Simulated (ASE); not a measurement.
Pair distribution function (Co-Si) of CoSi2 (fluorite type), cell Co32Si64, started from the crystal [in the run: it stayed crystalline; mean temperature 300 K (target 300 K); density 4.91 g/cm³], from MD at 300 K. Method: ASE with the machine-learned potential CHGNet 0.3.0. Volume per atom 12.98 Å³, mean pressure 0.0 GPa. 

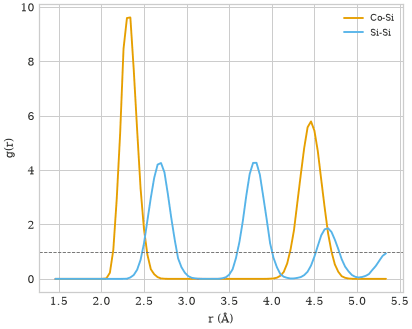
Pair distribution from the trajectory

Question: State the position and height of the first peak of the Co-Si curve, where the first shell ends and the number of neighbours in it.

Answer: first peak at 2.31 Å with height 10; g is nil from 2.7 to 4.0 Å, so any cut there serves; 8.0 Si round each Co and 4.0 Co round each Si in the shell, from n = 4πρ∫r²g(r)dr.
